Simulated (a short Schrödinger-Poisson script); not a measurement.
Stack: symmetric double-gate stack, Si3N4 on p-type Si(100), at 300 K.

| layer | material | thickness (nm) | Na (cm⁻³) |
|---|---|---|---|
| 1 | Si3N4 | 5.8 | - |
| 2 | Si | 4 | 3e15 |
| 3 | Si3N4 | 5.8 | - |

The device is made up for the run: typed textbook-type constants, with dimensions and the other settings drawn at random. Si3N4: permittivity 7.5, conduction-band edge (eV) 1.95, gap (eV) 5.1, electron mass (mₑ) 0.5. Si: permittivity 11.7, conduction-band edge (eV) 0, gap (eV) 1.124, Nv at 300 K (cm⁻³) 3.1e19.

Channel valleys (confinement mass, in-plane density-of-states mass, number): Δ2 0.916, 0.19, 2; Δ4 0.19, 0.417, 4. At the gates, both at one voltage, the conduction-band edge of layer 1 lies 2.44 eV − eVg above the Fermi level of the channel. Gaps are held at their typed values at every temperature. Mesh 0.03 nm at interfaces.

From a short Schrödinger-Poisson script (our own, NumPy): 1D Poisson equation in equilibrium, electrons quantum, Hartree (BenDaniel-Duke, 12 states a valley, the channel's in-plane mass for all, wave functions ending at the dielectric), parabolic valleys, classical holes, full ionisation, no traps, pinning or gate leakage.

Only gate voltages with over 1e8 electrons/cm² are shown.

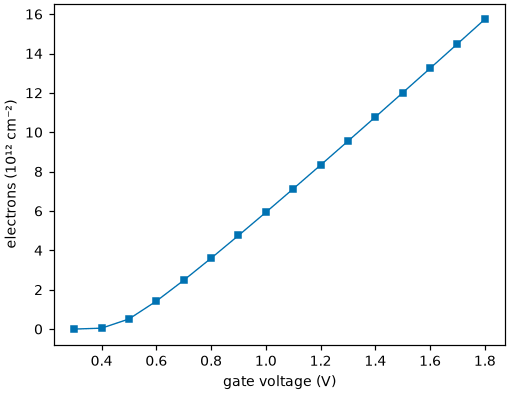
Sheet density against gate voltage

| Vg (V) | electrons (cm⁻²) | C (μF/cm²) | Δ2 E0 (meV) | Δ2 E1 (meV) | Δ4 E0 (meV) | Δ4 E1 (meV) |
|---|---|---|---|---|---|---|
| 0.3 | 1.12e9 | 0.00703 | 215.8 | 292.8 | 313.9 | 684.8 |
| 0.4 | 4.64e10 | 0.255 | 119.4 | 196.3 | 217.4 | 588.3 |
| 0.5 | 5.13e11 | 1.22 | 56.2 | 132.2 | 154.2 | 524.2 |
| 0.6 | 1.42e12 | 1.62 | 27.8 | 102.1 | 125.9 | 494.2 |
| 0.7 | 2.48e12 | 1.76 | 11.1 | 83.5 | 109.2 | 475.6 |
| 0.8 | 3.60e12 | 1.83 | -0.9 | 69.5 | 97.3 | 461.7 |
| 0.9 | 4.75e12 | 1.87 | -10.4 | 58.1 | 88.0 | 450.4 |
| 1 | 5.93e12 | 1.90 | -18.3 | 48.3 | 80.2 | 440.7 |
| 1.1 | 7.13e12 | 1.92 | -25.1 | 39.6 | 73.6 | 432.2 |
| 1.2 | 8.33e12 | 1.94 | -31.1 | 31.8 | 67.8 | 424.6 |
| 1.3 | 9.55e12 | 1.96 | -36.4 | 24.7 | 62.8 | 417.7 |
| 1.4 | 1.08e13 | 1.97 | -41.3 | 18.2 | 58.2 | 411.4 |
| 1.5 | 1.20e13 | 1.98 | -45.7 | 12.1 | 54.1 | 405.5 |
| 1.6 | 1.32e13 | 1.99 | -49.7 | 6.4 | 50.4 | 400.1 |
| 1.7 | 1.45e13 | 2.00 | -53.5 | 1.1 | 46.9 | 395.1 |
| 1.8 | 1.57e13 | 2.01 | -57.1 | -4.0 | 43.8 | 390.3 |

Subbands count from the Fermi level. The capacitance is that of both gates.
